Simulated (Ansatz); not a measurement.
## ZrScTi4: relaxing a made-up structure

Starting from a made-up structure for ZrScTi4, the aim is the relaxed cell, its shortest contacts and, where a second run follows, its electronic structure.

Calculated with Ansatz 0.2.0; DFT, r2SCAN, plane-wave PAW, files of the set soft_1, scalar-relativistic, no spin, cell and ions relaxed at zero pressure; PAW set soft_1.

### Step 1. The starting structure

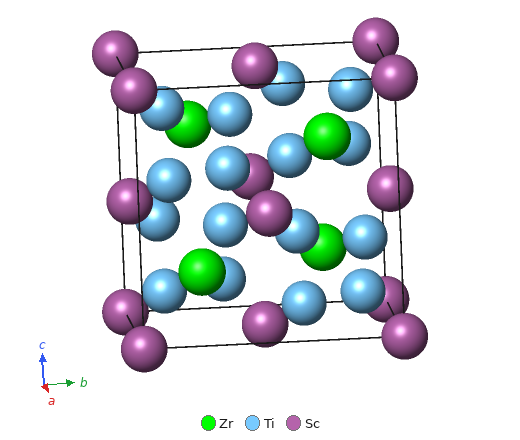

The cell as given, slightly off an axis (zirconium green, titanium blue, scandium purple). This picture shows the conventional cell, with its axes. Some periodic images of atoms are drawn too.

### Step 2. Relaxation of the guess

The guessed cell has no reason to be at equilibrium. It is relaxed with the atoms, within the space group of the guess.

Contents of input.yaml:

```yaml
crystal:
  lattice:
    - [0.0, 3.756, 3.756]
    - [3.756, 0.0, 3.756]
    - [3.756, 3.756, 0.0]
  atoms:
    - { symbol: Zr, position: [0.25, 0.25, 0.25] }
    - { symbol: Ti, position: [0.6282, 0.1154, 0.6282] }
    - { symbol: Ti, position: [0.1154, 0.6282, 0.6282] }
    - { symbol: Ti, position: [0.6282, 0.6282, 0.6282] }
    - { symbol: Ti, position: [0.6282, 0.6282, 0.1154] }
    - { symbol: Sc, position: [0.0, 0.0, 0.0] }
kpoints:
  mp_grid: { grid: [6, 6, 6] }
scf:
  occupations: { method: fermi_dirac, width: 0.05 }
hamiltonian:
  xc: r2scan
  pseudopotentials: { kind: paw, azcp: { folder: soft_1 } }
relax:
  f_tol: 0.015
  max_steps: 70
  cell: {}
output:
  forces: true
  stress: true
```

On the command line:

```
> ansatz run input.yaml --threads 4 --pin off --max-ram 10240MiB --backend cpu --events-out ev --progress --plain --runs-dir out
```

Numbers of over 12 decimals in the logs are rounded to 6 here.

Log:

```text
Engine: ansatz 0.2.0, x86_64-unknown-linux-gnu
Pseudopotentials: kind: paw
Pseudopotential: Zr, paw, valence charge 12, recommended cutoff 500 eV (meta_gga), soft_1/Zr.paw.azcp
Pseudopotential: Ti, paw, valence charge 12, recommended cutoff 500 eV (meta_gga), soft_1/Ti.paw.azcp
Pseudopotential: Sc, paw, valence charge 11, recommended cutoff 500 eV (meta_gga), soft_1/Sc.paw.azcp
Functional definition: r2SCAN
  parameter k0 = 0.174
  parameter k1 = 0.065
  parameter a1 = 4.9479
  exchange = r2scan_x(k0 = k0, k1 = k1, a1 = a1)
  correlation = r2scan_c
Crystal: 6 atoms, lattice volume = 105.976 Å³
Basis set: ecut = 500 eV, 2733 PW (Γ), exchange–correlation on 160×160×160 points (64 copies of the dense FFT grid, shifted against one another)
Bands: 43, of which v1, the nominal top of the filled ones, is band 36 counted from 1 (35 counted from 0)
Symmetry: 24 space group operations
Space group: F-43m (ITA 216), of the structure as read, at distance tolerance 4.7e-5 Å
k-points: 16 of 216 (time reversal used)
Non-local potential: Zr, projectors of the file, l = 0: 3, l = 1: 2, l = 2: 2, l = 3: 1
Non-local potential: Ti, projectors of the file, l = 0: 3, l = 1: 2, l = 2: 3, l = 3: 1
Non-local potential: Sc, projectors of the file, l = 0: 3, l = 1: 2, l = 2: 3, l = 3: 1
PAW form: soft (Blöchl's): semilocal exchange-correlation on the pseudo side does not see the compensation charge
PAW frozen core: Zr, regenerated for the run's functional (the file was generated under x = pbe(κ = 0.804, μ = 0.219515), c = pbe(β = 0.066725))
PAW frozen core: Ti, regenerated for the run's functional (the file was generated under x = pbe(κ = 0.804, μ = 0.219515), c = pbe(β = 0.066725))
PAW frozen core: Sc, regenerated for the run's functional (the file was generated under x = pbe(κ = 0.804, μ = 0.219515), c = pbe(β = 0.066725))
PAW one-centre angular grid: Zr, 590 points (default); XC on 160 Gauss nodes
PAW one-centre angular grid: Ti, 590 points (default); XC on 160 Gauss nodes
PAW one-centre angular grid: Sc, 590 points (default); XC on 224 Gauss nodes
Initial density: superposition of atomic densities (chi_scale 0.1, normalization cell, long waves kept (reshape's long-wave potential 0.00 eV rms))
Initial wavefunctions: pseudopotential atomic-orbital guess
Functional: x = r2scan, c = r2scan; τ floored in thin density (d = 2e-4 eV/Å³)
SCF iter   1: F=—  HF=-16351.234531 eV  |F-HF|=—  |Δ(HF+E_count)|=         —  Δρ=4.67e-2  dr2=2.74e0  dr2_τ=9.40e-2  ethr=3.10e-3  ⟨swp⟩=6.4  Hψ=2492  notcnv=0
preconditioner: auto → Kerker (q_TF=auto, 2.552 Å⁻¹)  [metal: Δε(μ)=0.004 eV  Ē_g=2.580 eV  σ=0.050 eV  W_gap=0.02  n_scr=26 (ndim 8)  ℏωp=17.3 eV  f_vac=0.000  D(μ)=17.95/eV (n_scr^D=306)]
SCF iter   2: F=—  HF=-16350.908302 eV  |F-HF|=—  |Δ(HF+E_count)|=   3.26e-1  Δρ=2.20e-2  dr2=9.16e-1  dr2_τ=1.31e-2  ethr=3.10e-3  ⟨swp⟩=3.2  Hψ=1485  notcnv=0
SCF iter   3: F=—  HF=-16350.851636 eV  |F-HF|=—  |Δ(HF+E_count)|=   5.67e-2  Δρ=1.68e-2  dr2=4.90e-1  dr2_τ=3.87e-2  ethr=1.29e-3  ⟨swp⟩=3.1  Hψ=1016  notcnv=0
SCF iter   4: F=—  HF=-16350.825130 eV  |F-HF|=—  |Δ(HF+E_count)|=   2.65e-2  Δρ=5.11e-3  dr2=4.87e-2  dr2_τ=2.82e-3  ethr=6.90e-4  ⟨swp⟩=2.9  Hψ=999  notcnv=0
SCF iter   5: F=—  HF=-16350.826636 eV  |F-HF|=—  |Δ(HF+E_count)|=   1.51e-3  Δρ=1.42e-3  dr2=1.21e-3  dr2_τ=1.04e-4  ethr=6.86e-5  ⟨swp⟩=2.1  Hψ=874  notcnv=0
SCF iter   6: F=—  HF=-16350.827442 eV  |F-HF|=—  |Δ(HF+E_count)|=   8.06e-4  Δρ=5.57e-4  dr2=2.55e-4  dr2_τ=1.13e-5  ethr=1.70e-6  ⟨swp⟩=2.2  Hψ=977  notcnv=0
SCF iter   7: F=—  HF=-16350.827564 eV  |F-HF|=—  |Δ(HF+E_count)|=   1.22e-4  Δρ=2.35e-4  dr2=1.00e-4  dr2_τ=4.39e-6  ethr=3.59e-7  ⟨swp⟩=2.6  Hψ=1164  notcnv=0
SCF iter   8: F=—  HF=-16350.827580 eV  |F-HF|=—  |Δ(HF+E_count)|=   1.58e-5  Δρ=8.58e-5  dr2=1.60e-5  dr2_τ=3.07e-7  ethr=1.41e-7  ⟨swp⟩=2.0  Hψ=825  notcnv=0
SCF iter   9: F=—  HF=-16350.827575 eV  |F-HF|=—  |Δ(HF+E_count)|=   5.03e-6  Δρ=1.86e-5  dr2=5.20e-7  dr2_τ=1.78e-8  ethr=2.25e-8  ⟨swp⟩=2.0  Hψ=797  notcnv=0
SCF iter  10: F=-16350.827575 eV  HF=-16350.827575 eV  |F-HF|=4.82e-8  |Δ(HF+E_count)|=   1.32e-7  Δρ=5.38e-6  dr2=6.79e-8  dr2_τ=2.05e-9  ethr=1.41e-10  ⟨swp⟩=4.1  Hψ=2456  notcnv=0
SCF 1 converged in 10 iterations: F = -16350.827575 eV  dr2 = 6.79e-8
  greatest PAW one-centre occupation: 1.005 electrons in one spin orbital (limit 2), on the Zr atom at site 0 (counted from 0), in its partial waves of l = 0
relax step   1: F+E_penalty+E_count = -16350.82757490 eV  Δ(F+E_penalty+E_count) = +0.000e0 eV  max|allowed force component| = 4.206e-1 eV/Å  Δτ_max = 0.0000 Å  P = +13.628 GPa  Ω = 105.976 Å³  (10 SCF iters, dr2 threshold 1.00e-7 eV, accepted)
Crystal: 6 atoms, lattice volume = 122.251 Å³
Basis set: ecut = 500 eV, 3119 PW (Γ), exchange–correlation on 160×160×160 points (64 copies of the dense FFT grid, shifted against one another)
Initial density: handed on by an earlier stage of this run
Initial wavefunctions: those handed on with the density
iter 1 solved again at ethr=3.21e-4 eV; its pass at ethr=3.10e-3 eV (dr2=2.28e-1 eV) is discarded
SCF iter   1: F=—  HF=-16349.927610 eV  |F-HF|=—  |Δ(HF+E_count)|=         —  Δρ=8.52e-3  dr2=2.22e-1  dr2_τ=1.01e0  ethr=3.21e-4  ⟨swp⟩=1.1  Hψ=3674  notcnv=0
preconditioner: auto → Kerker (q_TF=auto, 2.492 Å⁻¹)  [metal: Δε(μ)=0.006 eV  Ē_g=2.170 eV  σ=0.050 eV  W_gap=0.03  n_scr=26 (ndim 8)  ℏωp=16.1 eV  f_vac=0.000  D(μ)=25.03/eV (n_scr^D=458)]
SCF iter   2: F=—  HF=-16351.423735 eV  |F-HF|=—  |Δ(HF+E_count)|=    1.50e0  Δρ=4.45e-3  dr2=4.13e-2  dr2_τ=5.00e-3  ethr=3.12e-4  ⟨swp⟩=2.9  Hψ=1393  notcnv=0
SCF iter   3: F=—  HF=-16351.426905 eV  |F-HF|=—  |Δ(HF+E_count)|=   3.17e-3  Δρ=3.56e-3  dr2=2.49e-2  dr2_τ=7.81e-4  ethr=5.81e-5  ⟨swp⟩=2.1  Hψ=946  notcnv=0
SCF iter   4: F=—  HF=-16351.430466 eV  |F-HF|=—  |Δ(HF+E_count)|=   3.56e-3  Δρ=3.54e-3  dr2=2.66e-2  dr2_τ=1.54e-3  ethr=3.51e-5  ⟨swp⟩=2.8  Hψ=1022  notcnv=0
SCF iter   5: F=—  HF=-16351.428198 eV  |F-HF|=—  |Δ(HF+E_count)|=   2.27e-3  Δρ=1.84e-3  dr2=5.39e-3  dr2_τ=1.24e-4  ethr=3.51e-5  ⟨swp⟩=1.4  Hψ=696  notcnv=0
SCF iter   6: F=—  HF=-16351.427631 eV  |F-HF|=—  |Δ(HF+E_count)|=   5.67e-4  Δρ=6.37e-4  dr2=6.19e-4  dr2_τ=1.82e-5  ethr=7.59e-6  ⟨swp⟩=2.0  Hψ=767  notcnv=0
SCF iter   7: F=—  HF=-16351.427594 eV  |F-HF|=—  |Δ(HF+E_count)|=   3.72e-5  Δρ=9.54e-5  dr2=8.51e-6  dr2_τ=6.29e-7  ethr=8.72e-7  ⟨swp⟩=2.0  Hψ=865  notcnv=0
SCF iter   8: F=—  HF=-16351.427578 eV  |F-HF|=—  |Δ(HF+E_count)|=   1.63e-5  Δρ=3.07e-5  dr2=1.27e-6  dr2_τ=6.50e-8  ethr=1.20e-8  ⟨swp⟩=3.2  Hψ=1380  notcnv=0
[...]
Crystal: 6 atoms, lattice volume = 121.306 Å³
iter 1 solved again at ethr=1.83e-4 eV; its pass at ethr=3.10e-3 eV (dr2=1.30e-1 eV) is discarded
SCF iter   1: F=—  HF=-16351.383086 eV  |F-HF|=—  |Δ(HF+E_count)|=         —  Δρ=6.97e-3  dr2=1.31e-1  dr2_τ=1.30e-1  ethr=1.83e-4  ⟨swp⟩=1.0  Hψ=3093  notcnv=0
preconditioner: auto → Kerker (q_TF=auto, 2.495 Å⁻¹)  [metal: Δε(μ)=0.010 eV  Ē_g=2.233 eV  σ=0.050 eV  W_gap=0.05  n_scr=26 (ndim 8)  ℏωp=16.2 eV  f_vac=0.000  D(μ)=23.06/eV (n_scr^D=410)]
SCF iter   2: F=—  HF=-16351.485638 eV  |F-HF|=—  |Δ(HF+E_count)|=   1.03e-1  Δρ=2.75e-3  dr2=2.43e-2  dr2_τ=1.16e-3  ethr=1.83e-4  ⟨swp⟩=2.2  Hψ=1245  notcnv=0
SCF iter   3: F=—  HF=-16351.484520 eV  |F-HF|=—  |Δ(HF+E_count)|=   1.12e-3  Δρ=2.68e-3  dr2=2.17e-2  dr2_τ=1.11e-3  ethr=3.43e-5  ⟨swp⟩=2.1  Hψ=983  notcnv=0
SCF iter   4: F=—  HF=-16351.482976 eV  |F-HF|=—  |Δ(HF+E_count)|=   1.54e-3  Δρ=7.04e-4  dr2=1.59e-3  dr2_τ=6.06e-5  ethr=3.06e-5  ⟨swp⟩=2.1  Hψ=878  notcnv=0
SCF iter   5: F=—  HF=-16351.482774 eV  |F-HF|=—  |Δ(HF+E_count)|=   2.01e-4  Δρ=1.24e-4  dr2=1.44e-5  dr2_τ=6.95e-7  ethr=2.24e-6  ⟨swp⟩=2.0  Hψ=877  notcnv=0
SCF iter   6: F=—  HF=-16351.482798 eV  |F-HF|=—  |Δ(HF+E_count)|=   2.32e-5  Δρ=4.08e-5  dr2=2.77e-6  dr2_τ=1.09e-7  ethr=2.03e-8  ⟨swp⟩=2.0  Hψ=1216  notcnv=0
SCF iter   7: F=-16351.482798 eV  HF=-16351.482798 eV  |F-HF|=5.22e-8  |Δ(HF+E_count)|=   5.78e-7  Δρ=1.53e-5  dr2=2.40e-7  dr2_τ=2.30e-8  ethr=8.45e-10  ⟨swp⟩=4.1  Hψ=2158  notcnv=0
SCF 3 converged in 7 iterations: F = -16351.482798 eV  dr2 = 2.40e-7
relax step   3: F+E_penalty+E_count = -16351.48279830 eV  Δ(F+E_penalty+E_count) = -5.522e-2 eV  max|allowed force component| = 1.993e-1 eV/Å  Δτ_max = 0.0266 Å  P = -0.117 GPa  Ω = 121.306 Å³  energy of the carried Pulay correction = -8.187e-3 eV  (7 SCF iters, dr2 threshold 6.00e-7 eV, accepted)
[...]
relax step   4: F+E_penalty+E_count = -16351.50999824 eV  Δ(F+E_penalty+E_count) = -2.720e-2 eV  max|allowed force component| = 8.905e-3 eV/Å  Δτ_max = 0.0361 Å  P = +0.001 GPa  Ω = 121.339 Å³  energy of the carried Pulay correction = -8.204e-3 eV  (8 SCF iters, dr2 threshold 6.00e-7 eV, accepted)
Basis set: ecut = 500 eV, 3119 PW (Γ), exchange–correlation on 180×180×180 points (64 copies of the dense FFT grid, shifted against one another)
Initial wavefunctions: pseudopotential atomic-orbital guess (no wavefunctions were taken with the density)
iter 1 solved again at ethr=1.34e-5 eV; its pass at ethr=3.10e-3 eV (dr2=9.50e-3 eV) is discarded
SCF iter   1: F=—  HF=-16351.519229 eV  |F-HF|=—  |Δ(HF+E_count)|=         —  Δρ=3.82e-4  dr2=1.95e-5  dr2_τ=1.33e-4  ethr=1.34e-5  ⟨swp⟩=2.1  Hψ=3876  notcnv=0
eigensolver tolerance schedule: the retry pair's looser diagonalisation over-reported the residual by 487.47 of it (diagonalisation noise at an unbounded share of the residual, at the tolerance the schedule requests for it); recorded, not acted on — ethr = c·dr2/N_el stays at c = 1.0e-1
preconditioner: auto → Kerker (q_TF=auto, 2.495 Å⁻¹)  [metal: Δε(μ)=0.003 eV  Ē_g=2.230 eV  σ=0.050 eV  W_gap=0.02  n_scr=26 (ndim 8)  ℏωp=16.2 eV  f_vac=0.000  D(μ)=22.97/eV (n_scr^D=410)]
SCF iter   2: F=—  HF=-16351.519292 eV  |F-HF|=—  |Δ(HF+E_count)|=   6.27e-5  Δρ=2.16e-4  dr2=1.63e-5  dr2_τ=7.32e-6  ethr=2.74e-8  ⟨swp⟩=2.1  Hψ=1291  notcnv=0
SCF iter   3: F=—  HF=-16351.519309 eV  |F-HF|=—  |Δ(HF+E_count)|=   1.75e-5  Δρ=1.02e-4  dr2=1.74e-5  dr2_τ=1.62e-6  ethr=2.30e-8  ⟨swp⟩=2.0  Hψ=871  notcnv=0
SCF iter   4: F=—  HF=-16351.519302 eV  |F-HF|=—  |Δ(HF+E_count)|=   7.72e-6  Δρ=1.95e-5  dr2=8.15e-7  dr2_τ=4.20e-8  ethr=2.30e-8  ⟨swp⟩=1.8  Hψ=724  notcnv=0
SCF iter   5: F=—  HF=-16351.519406 eV  |F-HF|=—  |Δ(HF+E_count)|=   1.05e-4  Δρ=7.91e-6  dr2=1.39e-7  dr2_τ=5.22e-9  ethr=1.15e-9  ⟨swp⟩=2.0  Hψ=762  notcnv=0
SCF iter   6: F=—  HF=-16351.519406 eV  |F-HF|=—  |Δ(HF+E_count)|=   6.90e-9  Δρ=2.78e-6  dr2=1.84e-8  dr2_τ=1.30e-9  ethr=1.96e-10  ⟨swp⟩=2.1  Hψ=828  notcnv=0
SCF iter   7: F=—  HF=-16351.519406 eV  |F-HF|=—  |Δ(HF+E_count)|=  8.33e-10  Δρ=8.46e-7  dr2=1.27e-9  dr2_τ=7.68e-11  ethr=2.59e-11  ⟨swp⟩=2.0  Hψ=865  notcnv=0
SCF iter   8: F=—  HF=-16351.519406 eV  |F-HF|=—  |Δ(HF+E_count)|=  2.56e-10  Δρ=4.00e-7  dr2=2.58e-10  dr2_τ=7.60e-12  ethr=1.79e-12  ⟨swp⟩=2.1  Hψ=908  notcnv=0
SCF iter   9: F=-16351.519406 eV  HF=-16351.519406 eV  |F-HF|=3.64e-12  |Δ(HF+E_count)|=  1.82e-12  Δρ=9.25e-8  dr2=9.79e-12  dr2_τ=3.88e-13  ethr=1.00e-12  ⟨swp⟩=4.1  Hψ=2416  notcnv=0
SCF 5 converged in 9 iterations: F = -16351.519406 eV  dr2 = 9.79e-12
relax step   5: F+E_penalty+E_count = -16351.51940620 eV  Δ(F+E_penalty+E_count) = -9.408e-3 eV  max|allowed force component| = 9.730e-3 eV/Å  Δτ_max = 0.0000 Å  P = +0.023 GPa  Ω = 121.339 Å³  stress off target by 2.31e-2 GPa  SCF on the basis re-selected at this cell (its energy is not comparable with the rows above)  (9 SCF iters)
basis re-selected at this cell: Δ(F+E_penalty+E_count) = -9.408e-3 eV, ΔP = +0.022 GPa vs the last step (what re-selecting the basis moved, of the pressure what is left beyond the Pulay correction that the steps carried, after the strain that the cell walked since its last selection, with what the two solves' SCF thresholds leave and, on support functions, any second-order correction that the steps lacked; it is no measure of the basis error at this ecutwfc). The dense FFT grid was sized anew with the basis: this SCF ran on 45×45×45 points, the steps before it on 40×40×40, so part of this shift can come from that change (see relax.cell in the input reference). [rest of the remark cut]
SCF converged after 9 iterations
Free energy (F): -16351.519406 eV
Harris-Foulkes:  -16351.519406 eV  (|F-HF|=3.64e-12)
Internal energy: -16351.334059 eV  (E = F + TS)
E sigma→0 (E₀):  -16351.426732 eV
Entropy (-TS):   -0.185348 eV (-30.891 meV/atom)
Fermi energy:    11.851111 eV
--- Per-component energies (eV) ---
  E_band       = -1022.247237
  E_kinetic    = 1643.670692
  E_local      = -5283.089440  (includes V_loc(G=0)·N_el)
  E_nonlocal   = 456.339716
  E_hartree    = 2025.144656
  E_xc         = -675.061110
  E_vxc        = -954.763821  (∫ρ·V_xc dr)
  E_paw        = -8184.232848  (= ΣΔE_a)
  E_vpaw       = -995.617210  (= ΣTr[D̂ρ^β])
  E_aug_tail   = -0.000080  (compensation charges beyond the density's cutoff)
  E_vtau       = 60.923772  (kinetic-family band-sum trace: ∫τ·v_τ [+ j·A + Jᵃ·Aᵃ] dr)
  E_ewald      = -6332.688585
  E_core_change = -1.417059  (= ΣΔE_core)
  E_smearing   = -0.185348  (= −TS)
  E_closure    = 0.000000  (closes the sum)
  Σ components = -16351.519406   (vs F -16351.519406, Δ=0.00e0)
--- Forces (eV/Å), atoms counted from 1 ---
  atom   1  Zr    -0.00000000    -0.00000000     0.00000000
  atom   2  Ti     0.00972989    -0.00972989     0.00972989
  atom   3  Ti    -0.00972989     0.00972989     0.00972989
  atom   4  Ti    -0.00972989    -0.00972989    -0.00972989
  atom   5  Ti     0.00972989     0.00972989    -0.00972989
  atom   6  Sc     0.00000000     0.00000000    -0.00000000
  max |Σ_I F_I| component: 4.39e-17 eV/Å
--- Stress (GPa, compression-positive) ---
        0.023126       0.000000       0.000000
        0.000000       0.023126       0.000000
        0.000000       0.000000       0.023126
  P = ⅓ Tr σ = 0.0231 GPa (0.231 kbar)
--- Relaxed structure (4 steps of the walk, 4 accepted, 1 SCFs on fresh bases) ---
  F+E_penalty+E_count = -16351.51940620 eV   max|allowed force component| = 9.730e-3 eV/Å   (the final SCF, on the basis selected at the relaxed cell)
  cell:  # Å, volume = 121.3393 Å³
    - [0, 3.929378, 3.929378]
    - [3.929378, 0, 3.929378]
    - [3.929378, 3.929378, 0]
  atoms:
    - { symbol: Zr, position: [0.25, 0.25, 0.25] }
    - { symbol: Ti, position: [0.622898, 0.131305, 0.622898] }
    - { symbol: Ti, position: [0.131305, 0.622898, 0.622898] }
    - { symbol: Ti, position: [0.622898, 0.622898, 0.622898] }
    - { symbol: Ti, position: [0.622898, 0.622898, 0.131305] }
    - { symbol: Sc, position: [0, 0, -2.5017089531969417e-19] }
```

Elapsed: 18 s, on 4 threads of Intel Xeon at 2.60GHz (Ice Lake), shared host; peak memory 0.88 GiB; 64 s of CPU time.

Relaxation path:

| step | energy less that of the first step (eV) | largest force component (eV/Å) | pressure (GPa) | volume (Å³) |
| --- | --- | --- | --- | --- |
| 1 | 0.0000 | 0.4206 | 13.63 | 105.98 |
| 2 | -0.6000 | 0.3404 | -0.77 | 122.25 |
| 3 | -0.6552 | 0.1993 | -0.12 | 121.31 |
| 4 | -0.6824 | 0.0089 | 0.00 | 121.34 |
| 5* | -0.6918 | 0.0097 | 0.02 | 121.34 |

Relaxation steps marked * repeat the geometry before them on a plane-wave basis chosen anew for their cell, so energy and pressure can jump there.

Forces are held to the 24 operations that the run works with; a distortion that breaks them can't arise in this run.

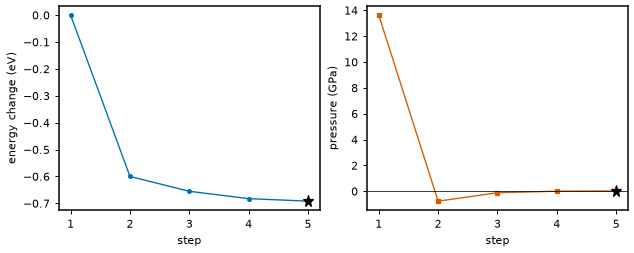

Energy and pressure along the relaxation. Stars mark steps on a basis chosen anew.

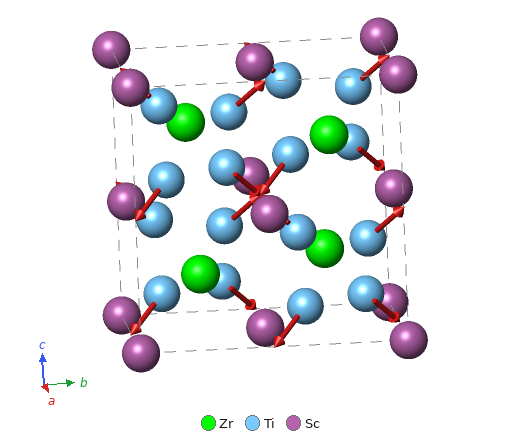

Displacements in the relaxation, exaggerated, measured against the changing cell; the longest in the cell stands for 0.07 Å. Some periodic images of atoms are drawn too.

| conventional cell, symmetrised | before | after | change |
| --- | --- | --- | --- |
| a (Å) | 7.512 | 7.859 | +4.6 % |
| b (Å) | 7.512 | 7.859 | +4.6 % |
| c (Å) | 7.512 | 7.859 | +4.6 % |
| volume (Å³/atom) | 17.66 | 20.22 | +14.5 % |

The atoms that moved most (Å, as changes of fractional coordinates times the final cell):

| atom | dx | dy | dz | length |
| --- | --- | --- | --- | --- |
| Ti2 | 0.042 | -0.042 | 0.042 | 0.072 |
| Ti3 | -0.042 | 0.042 | 0.042 | 0.072 |
| Ti5 | 0.042 | 0.042 | -0.042 | 0.072 |
| Ti4 | -0.042 | -0.042 | -0.042 | 0.072 |

Final coordinates:

```xyz
6
Lattice="0.0000 3.9294 3.9294 3.9294 0.0000 3.9294 3.9294 3.9294 0.0000" Properties=species:S:1:pos:R:3 pbc="T T T"
Zr    1.9647    1.9647    1.9647
Ti    2.9635    4.8952    2.9635
Ti    4.8952    2.9635    2.9635
Ti    4.8952    4.8952    4.8952
Ti    2.9635    2.9635    4.8952
Sc    0.0000    0.0000    0.0000
```

This step gave:

```yaml
free_energy: -16351.5194 eV
energy_at_zero_smearing: -16351.4267 eV
smearing_term_ts: 0.1853 eV
fermi_energy: 11.85 eV
electrons: 71
symmetry_operations: 24
pressure: 0.02313 GPa
```

Shortest distances by pair of elements, guess and relaxed (not always the same contact):

| pair | guess (Å) | relaxed (Å) |
| --- | --- | --- |
| Ti–Ti | 2.588 | 2.732 |
| Ti–Zr | 3.122 | 3.253 |
| Sc–Ti | 3.107 | 3.263 |
| Sc–Zr | 3.253 | 3.403 |

The relaxation ends with a largest force component of 0.0097 eV/Å and a pressure of 0.02 GPa.

### Step 3. Results

- space group, relaxed: F-43m
- conventional cell: a = 7.859, b = 7.859, c = 7.859 Å; α = 90.0°, β = 90.0°, γ = 90.0°
- volume per atom: 20.22 Å³ (guess 17.66)

What this shows: ZrScTi4 relaxes to F-43m with a = 7.859, b = 7.859 and c = 7.859 Å. The guessed volume was 13 % too small. The space group F-43m was held in the relaxation, so the end point is a stationary structure within it and may be a saddle against distortions or other arrangements. Mesh and cutoff weren't tested. No dispersion term is used, so weakly bound directions may come out too long. The runs have no spin, and magnetism wasn't tested. Nothing here tests whether the compound is stable against decomposition.

[Logs are printed without paths, hosts, clocks, repeated set-up lines and the standing remarks that a program may print on its own settings, such as how far it seeks lower states.]

[Hosts, paths, dates, database ids (printed as entryN), source tags and the programs' standing remarks are cut or masked in the printed files.]
